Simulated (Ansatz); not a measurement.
# Calculations on SnH₅Br

**1. Relaxation**

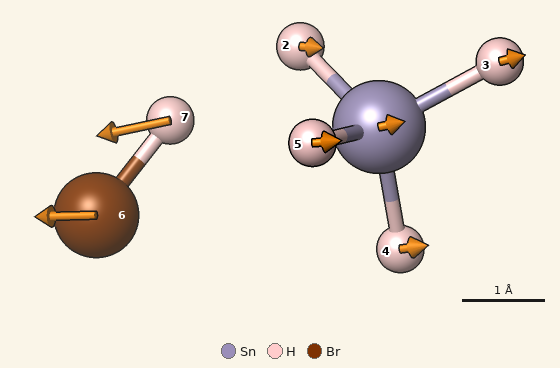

A relaxation of SnH$_{5}$Br. The starting structure is drawn; orange arrows show the displacements, 3 times their true length. The two geometries are superimposed by the best rigid fit.

The picture is a ball-and-stick view, seen at a tilt.

The run prepares an end point of a later path (reaction) calculation, from a guessed geometry.

Method: Ansatz 0.2.0, RKS PBE0-D4/def2-SVP. Set-up: no spin polarisation; force threshold 0.03 eV/Å; at most 50 steps.

Describe the change and its energy.

Answer. The largest move after the best rigid fit is that of an H atom, 0.33 Å. Largest moves by element: H 0.33 Å, Br 0.28 Å, Sn 0.12 Å. Some distances before and after: Br–H 1.501 → 1.424 Å, H–Sn 1.735 → 1.717 Å. Over 5 geometry steps the energy falls by 0.085 eV. The largest force component goes from 1.4 to 0.017 eV/Å.

**2. Relaxation**

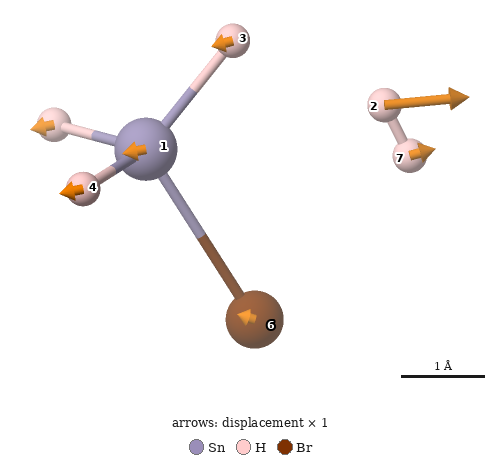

A relaxation of SnH5Br. The starting structure is drawn; orange arrows show the displacements, at their true length. The two geometries are superimposed by the best rigid fit.

The picture is a ball-and-stick view, seen at a tilt.

The run prepares an end point of a later path (reaction) calculation, from a guessed geometry.

Computed with RKS PBE0-D4/def2-SVP (Ansatz 0.2.0). Set-up: no spin polarisation; force threshold 0.03 eV/Å; at most 50 steps.

> Atoms of which element are displaced furthest, and by how much?

Hydrogen: up to 1.05 Å, against 0.30 Å for tin.

> What did the optimiser do to the structure, and how much energy did it gain?

The energy falls by 21.9 kJ/mol in 10 accepted moves (12 points after the start). The largest force component goes from 1.6 to 0.0045 eV/Å. The line search rejected the trial steps at points 8, 11 of the run. The forces were under the threshold at step 7, but the run went on from there. The largest move after the best rigid fit is that of an H atom, 1.05 Å. Largest moves by element: H 1.05 Å, Sn 0.30 Å, Br 0.23 Å. Some distances before and after: Br–Sn 2.567 → 2.504 Å, H–H 0.718 → 0.762 Å, H–Sn 1.702 → 1.706 Å. Bond angles that change, for instance: H–Sn–Br 110.2° → 106.2°. The run took 48 s on 1 thread of Arm Neoverse V1, on a shared host, peak memory 0.18 GiB.

**3. Path**

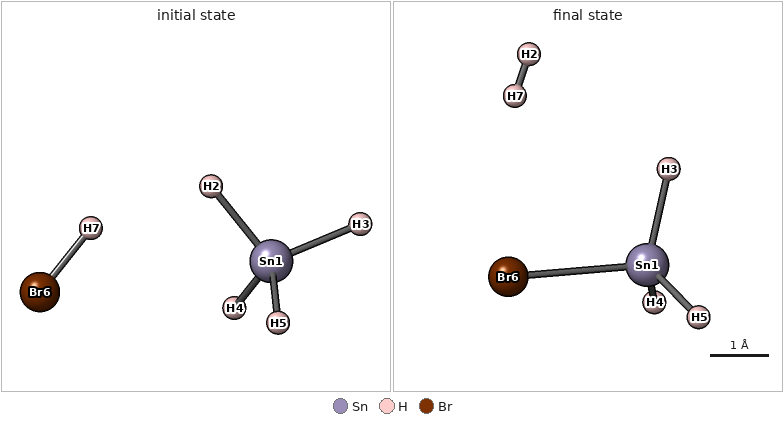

The two relaxed end points of a path for SnH5Br, made up at the start of SnH₄ and HBr. Style: ball-and-stick. Shown at a tilt.

These are results of Ansatz 0.2.0, RKS PBE0-D4/def2-SVP, not measurements.

Set-up: 7 movable images; climbing image; force threshold 0.05 eV/Å; iteration limit 60.

Start:
```xyz
7

Sn    0.3113    0.0000   -0.1569
H     0.1853    0.0000    1.5557
H     1.9698    0.0000   -0.5771
H    -0.4482    1.4030   -0.7670
H    -0.4482   -1.4030   -0.7670
Br   -3.3487    0.0000    1.8759
H    -1.9731    0.0000    2.2446
```

End:
```xyz
7

Sn   -0.4694    0.0000   -0.7531
H     0.0611    0.0000    3.5029
H     0.8359    0.0000    0.3460
H    -0.5263    1.4184   -1.7014
H    -0.5263   -1.4184   -1.7014
Br   -2.5537    0.0000    0.6352
H    -0.5730    0.0000    3.0800
```

What barrier does the band find between them, and by what path?

The highest point, image 3, lies 110.3 kJ/mol above the start and 181.4 kJ/mol above the end; the end is at −71.1 kJ/mol relative to the start. Breaking: Br6–H7 (1.42 → 1.85 at the top → 3.15 Å), Sn1–H2 (1.72 → 1.99 at the top → 4.29 Å). Forming: H2–H7 (2.27 → 0.92 at the top → 0.76 Å), Sn1–Br6 (4.19 → 2.97 at the top → 2.50 Å). The band converged in 10 iterations. The largest component of the band force went from 5.3 to 0.019 eV/Å. The climbing image converged on the top of the path. Its vibrational analysis gives one imaginary mode (934i cm⁻¹), as a transition state must have.

Energies of the converged images:

| image | path (Å) | E (kJ/mol) |
| --- | --- | --- |
| 0 | 0.00 | 0.0 |
| 1 | 0.59 | 4.2 |
| 2 | 1.18 | 39.9 |
| 3 | 1.77 | 110.3 |
| 4 | 2.36 | 45.7 |
| 5 | 2.95 | -20.5 |
| 6 | 3.54 | -56.4 |
| 7 | 4.14 | -69.1 |
| 8 | 4.73 | -71.1 |

The geometry at the top of the path:

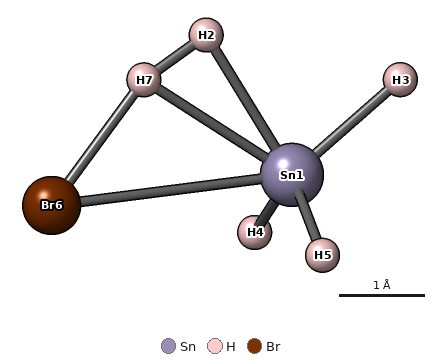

Limits of the set-up: the start holds two separate molecules, 2.3 Å apart at their closest, whose relative position is a soft coordinate.

Cost: 4.6 min on 1 thread of Arm Neoverse V1 (shared host), peak memory 0.21 GiB.
